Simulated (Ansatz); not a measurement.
Nudged elastic band, with input and output: Si2H4Cl3F (part 2 of 2)

The same run, continued: Si2H4Cl3F; RKS B3LYP-D4/cc-pVDZ (Ansatz 0.2.0). It belongs to a series of runs on one base structure; here: band between the two ends.

Geometry of the input (Å):
```
Si 0.7381  -0.0741  -0.3299
F  0.9236  0.1197  1.2756
Cl 2.5848  0.0718  -1.2109
Cl -0.5043  1.4079  -1.0181
Cl -0.0797  -1.9238  -0.6676
Si -3.1545  0.0797  1.4559
H  -3.2449  -0.5267  0.0940
H  -4.0800  -0.6402  2.3836
H  -3.5399  1.5219  1.3866
H  -1.7549  -0.0363  1.9624
```

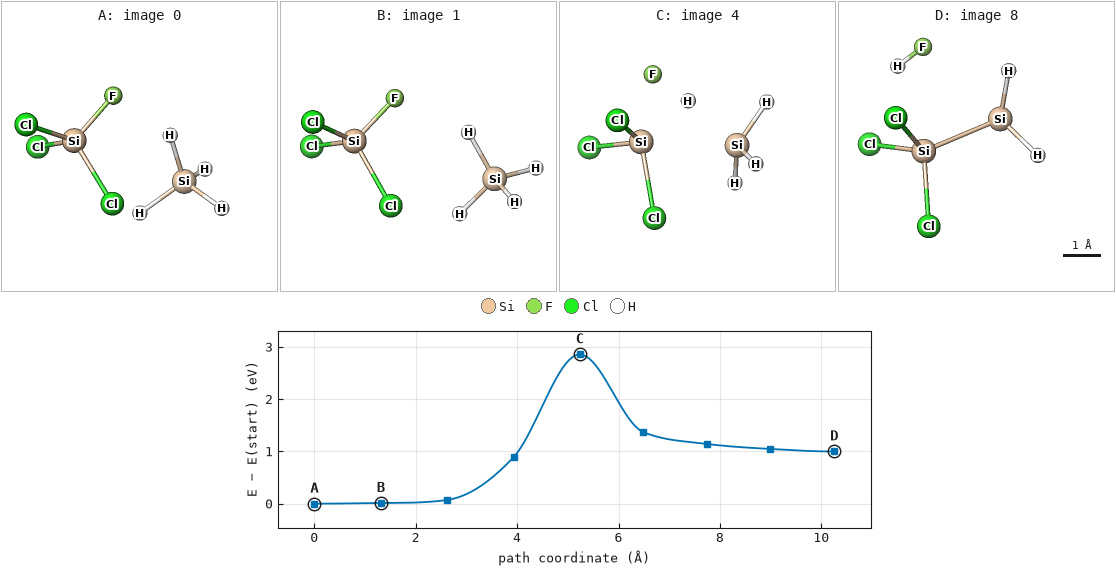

*Images of the last band (counted from 0; ball-and-stick, seen at a tilt) above the energy along the path; the line is a cubic interpolation that uses the forces.*

The highest image is number 4, 2.857 eV above the start and 1.858 eV above the end (the climbing image); the end lies 0.999 eV above the start. The path is 10.25 Å long. The band converged in 33 iterations.

```
Total energy: -56110.49118060 eV, -2062.0225178301 hartree
Atom 0 at    -0.203604    -0.174992    -0.088345 Å, force     0.000789     0.001436     0.003399 eV/Å
Atom 1 at     0.125425    -0.946122     1.646388 Å, force    -0.006978     0.003322    -0.002808 eV/Å
Atom 2 at     1.417373     1.093071     0.163455 Å, force     0.002003     0.000253     0.001807 eV/Å
Atom 3 at    -1.199831     0.830673    -1.692563 Å, force    -0.001479    -0.003753    -0.000436 eV/Å
Atom 4 at     0.136979    -2.015160    -0.980402 Å, force    -0.000448     0.001228    -0.001216 eV/Å
Atom 5 at    -2.546826     0.323300     1.113608 Å, force     0.000545    -0.000659     0.000803 eV/Å
Atom 6 at    -3.435296    -0.391108     0.161890 Å, force    -0.000517     0.000216     0.000043 eV/Å
Atom 7 at    -2.876023    -0.071276     2.524558 Å, force     0.000282     0.000292    -0.000060 eV/Å
Atom 8 at    -2.561319     1.802117     0.978306 Å, force     0.000500     0.000194    -0.000049 eV/Å
Atom 9 at    -0.968577    -0.450502     1.504704 Å, force     0.005302    -0.002529    -0.001481 eV/Å
Dipole moment:    -0.454896     0.075170     0.293794 e Å
this run last wrote the band of iteration 33 to [file]
```

The last band as extended XYZ (Å, eV, eV/Å)
```
10
Properties=species:S:1:pos:R:3:forces:R:3 image=0 energy=-56113.34784
Si    0.7381   -0.0741   -0.3299   -0.0031  -0.0042  -0.0100
F     0.9236    0.1197    1.2756    0.0030   0.0001   0.0018
Cl    2.5848    0.0718   -1.2109    0.0031   0.0017   0.0025
Cl   -0.5043    1.4079   -1.0181    0.0009   0.0054   0.0028
Cl   -0.0797   -1.9238   -0.6676   -0.0018  -0.0008   0.0026
Si   -3.1545    0.0797    1.4559   -0.0032  -0.0002  -0.0001
H    -3.2449   -0.5267    0.0940    0.0000  -0.0027   0.0018
H    -4.0800   -0.6402    2.3836    0.0006   0.0014   0.0000
H    -3.5399    1.5219    1.3866    0.0002  -0.0009  -0.0017
H    -1.7549   -0.0363    1.9624    0.0003   0.0003   0.0003
10
Properties=species:S:1:pos:R:3:forces:R:3 image=1 energy=-56113.33495
Si    0.7929   -0.1581   -0.4195    0.0006   0.0028  -0.0023
F     0.7055   -0.2041    1.2057    0.0029   0.0022   0.0021
Cl    2.6529    0.5328   -0.9381    0.0033  -0.0040  -0.0036
Cl   -0.6633    1.1144   -1.1084    0.0023   0.0028   0.0006
Cl    0.4907   -2.0563   -1.1328   -0.0037  -0.0002   0.0016
Si   -3.2163    0.1542    1.5455   -0.0007  -0.0011   0.0004
H    -3.5678   -0.5460    0.2727    0.0015  -0.0010  -0.0003
H    -4.2148   -0.2040    2.5995   -0.0022  -0.0021  -0.0010
H    -3.2383    1.6315    1.3222   -0.0026  -0.0005   0.0006
H    -1.8532   -0.2645    1.9847   -0.0014   0.0011   0.0018
10
Properties=species:S:1:pos:R:3:forces:R:3 image=2 energy=-56113.27581
Si    0.6550   -0.2929   -0.4209    0.0589  -0.0027  -0.0426
F     0.4002   -0.6518    1.1466    0.0059   0.0263  -0.0150
Cl    2.3137    0.9083   -0.4875    0.0761  -0.0336  -0.0639
Cl   -0.9474    0.7132   -1.2190    0.0237  -0.0045   0.0203
Cl    0.9045   -2.0718   -1.4065    0.0825  -0.0031  -0.0464
Si   -3.0893    0.2799    1.5437   -0.0404  -0.0017   0.0299
H    -3.7263   -0.3915    0.3697   -0.0327   0.0042   0.0232
H    -3.9407    0.1006    2.7566   -0.0882   0.0213   0.0168
H    -2.9229    1.7359    1.2495   -0.0317  -0.0003   0.0261
H    -1.7585   -0.3298    1.7993   -0.0542  -0.0060   0.0515
10
Properties=species:S:1:pos:R:3:forces:R:3 image=3 energy=-56112.45805
Si    0.2988   -0.3019   -0.2249    0.4290  -0.1228  -0.1119
F     0.3029   -0.8737    1.3214    0.1380   0.0686  -0.2588
Cl    1.8130    1.0742   -0.0765    0.3350  -0.0344  -0.2170
Cl   -1.1302    0.7236   -1.3438    0.0491  -0.1188   0.2828
Cl    0.4800   -2.0720   -1.2458    0.3057  -0.0657  -0.2180
Si   -2.8047    0.3085    1.3626   -0.1999  -0.0068   0.2099
H    -3.5485   -0.3710    0.2615   -0.1007   0.0221   0.0935
H    -3.3746    0.0139    2.6993   -0.4197   0.1031   0.1539
H    -2.6961    1.7739    1.1002   -0.1086  -0.0118   0.0844
H    -1.4522   -0.2753    1.4774   -0.4279   0.1665  -0.0187
10
Properties=species:S:1:pos:R:3:forces:R:3 image=4 energy=-56110.49089
Si   -0.2036   -0.1750   -0.0883    0.0008   0.0014   0.0034
F     0.1254   -0.9461    1.6464   -0.0070   0.0033  -0.0028
Cl    1.4174    1.0931    0.1635    0.0020   0.0003   0.0018
Cl   -1.1998    0.8307   -1.6926   -0.0015  -0.0038  -0.0004
Cl    0.1370   -2.0152   -0.9804   -0.0004   0.0012  -0.0012
Si   -2.5468    0.3233    1.1136    0.0005  -0.0007   0.0008
H    -3.4353   -0.3911    0.1619   -0.0005   0.0002   0.0000
H    -2.8760   -0.0713    2.5246    0.0003   0.0003  -0.0001
H    -2.5613    1.8021    0.9783    0.0005   0.0002   0.0000
H    -0.9686   -0.4505    1.5047    0.0053  -0.0025  -0.0015
10
Properties=species:S:1:pos:R:3:forces:R:3 image=5 energy=-56111.97779
Si   -0.4508   -0.0265   -0.3651   -0.1073   0.0824  -0.1291
F     0.0486   -0.9850    2.0785   -0.0226  -0.0441   0.1687
Cl    1.2632    1.0394    0.1357   -0.0729  -0.0060   0.0101
Cl   -1.1242    0.8122   -2.1724    0.0286   0.0470  -0.1949
Cl    0.0191   -2.0034   -0.8091   -0.0484   0.0465   0.0242
Si   -2.4369    0.3905    0.8684    0.0461   0.0126  -0.0990
H    -3.5235   -0.3450    0.1640   -0.0377   0.0229  -0.0058
H    -2.4493   -0.0565    2.3128    0.1928  -0.0474  -0.0928
H    -2.6373    1.8661    0.8553   -0.0391   0.0136  -0.0091
H    -0.8206   -0.6919    2.2634    0.0604  -0.1276   0.3278
10
Properties=species:S:1:pos:R:3:forces:R:3 image=6 energy=-56112.20423
Si   -0.5511    0.0646   -0.4476   -0.0068   0.0125  -0.0070
F    -0.0168   -0.6060    2.5028   -0.0034   0.0589   0.0566
Cl    1.1534    1.1326    0.0682   -0.0183   0.0131  -0.0058
Cl   -0.9871    0.5556   -2.4345    0.0110  -0.0201  -0.0346
Cl   -0.0868   -1.9876   -0.4201   -0.0197   0.0131   0.0464
Si   -2.5082    0.5030    0.7829   -0.0169   0.0185  -0.0132
H    -3.6138   -0.1230   -0.0031   -0.0121   0.0285  -0.0154
H    -2.4681   -0.0768    2.1522    0.0015  -0.0075  -0.0065
H    -2.6805    1.9839    0.8368   -0.0094   0.0184   0.0048
H    -0.3525   -1.4464    2.2941    0.0741  -0.1354  -0.0254
10
Properties=species:S:1:pos:R:3:forces:R:3 image=7 energy=-56112.30038
Si   -0.5915    0.0064   -0.4527   -0.0016   0.0017   0.0001
F    -0.2136   -0.4334    2.5810   -0.0076   0.0054   0.0024
Cl    1.0280    1.2390   -0.0276   -0.0070   0.0039  -0.0049
Cl   -0.9419    0.1472   -2.5058   -0.0004  -0.0167  -0.0043
Cl    0.0299   -1.9883   -0.1003    0.0049  -0.0032   0.0134
Si   -2.5587    0.4904    0.7579   -0.0026  -0.0003  -0.0008
H    -3.6831    0.4167   -0.2227   -0.0031   0.0263  -0.0083
H    -2.7545   -0.5110    1.8390   -0.0123  -0.0210  -0.0136
H    -2.4308    1.8736    1.2994    0.0124  -0.0045   0.0237
H     0.0045   -1.2406    2.1633    0.0173   0.0084  -0.0076
10
Properties=species:S:1:pos:R:3:forces:R:3 image=8 energy=-56112.34864
Si   -0.5836   -0.0463   -0.4795   -0.0023   0.0162  -0.0020
F    -0.3999   -0.3330    2.6336    0.0129  -0.0212  -0.0079
Cl    0.9194    1.3845   -0.3206   -0.0071  -0.0107  -0.0041
Cl   -1.0263   -0.2837   -2.5056    0.0078  -0.0030   0.0158
Cl    0.2668   -1.8967    0.1225    0.0006  -0.0004  -0.0094
Si   -2.5219    0.4872    0.7584   -0.0145  -0.0046   0.0025
H    -3.5139    0.9942   -0.2401    0.0125  -0.0037   0.0090
H    -3.0303   -0.7665    1.3847    0.0008   0.0116  -0.0058
H    -2.2059    1.5414    1.7585   -0.0002  -0.0078  -0.0091
H    -0.0161   -1.0811    2.2196   -0.0105   0.0235   0.0109
```

Key numbers

- outcome: converged
- barrier, forward: 2.857 eV
- barrier, backward: 1.858 eV
- wall time: 11 min (CPU time 41 min)
- peak memory: 0.4 GiB

Notes

The order of the saddle point was not checked.
